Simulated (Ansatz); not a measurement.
## Computed scan of one atom of the cell: NiO (rock salt)

Relaxed NiO (rock salt):

```xyz
2
Lattice="0.0000 2.0953 2.0953 2.0953 0.0000 2.0953 2.0953 2.0953 0.0000" Properties=species:S:1:pos:R:3 pbc="T T T"
O      0.0000     0.0000     0.0000
Ni     2.0953     2.0953     2.0953
```

Scan: atom 1 (O, nearest neighbour Ni at 2.095 Å; its periodic images, 3.0 Å or more away, move with it) is displaced along Cartesian [111], direction (0.577, 0.577, 0.577) in Cartesian axes, by s. The other atoms stay.

Level of theory: r2SCAN (plane waves to 500 eV, PAW, scalar-relativistic; Ansatz, an electronic-structure program). k mesh 11×11×11 (Γ-centred), Fermi-Dirac smearing 0.05 eV. The energy includes the smearing's −TS. F∥ is the force on the atom along that direction. NiO is run spin-polarised and with no Hubbard U; the real compound is an antiferromagnetic insulator, a state that this run doesn't describe. NiO was relaxed with its symmetry unable to fall. Relaxed NiO ends ferromagnetic. The PAW data are Ansatz's earlier set. The magnetic order is the one the run started from; other orders were not tried. ΔE is measured from the undisplaced structure.

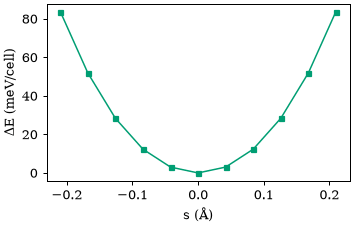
ΔE (meV/cell) against s (Å); one marker a computed point.

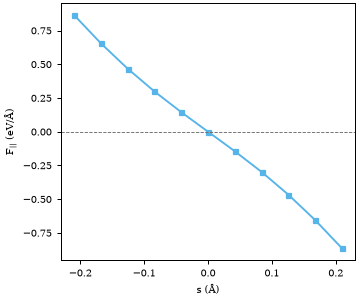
F∥ (eV/Å) against s (Å); computed points joined by lines.

The zone-centre optical wavenumber from k (transverse: no LO-TO term) is 272 cm⁻¹ and the energy at s = 0.210 Å is 83.8 meV/cell. Harmonic estimate at the end of the scan: ½ks² = 75.5 meV/cell against the computed 83.8 meV/cell, so the well is stiffer than harmonic there. Shape of the curve: a single well with its minimum at or next to zero displacement. Symmetry of the curve: even: the same for both signs.

Reduced mass μ = 12.57 u; ν̃ = 521.5·√(k/μ) with k = 3.42 eV/Å².

(A displaced cell: forces are minus the slopes of the energy, force constants its curvatures, and phonons follow from these.)
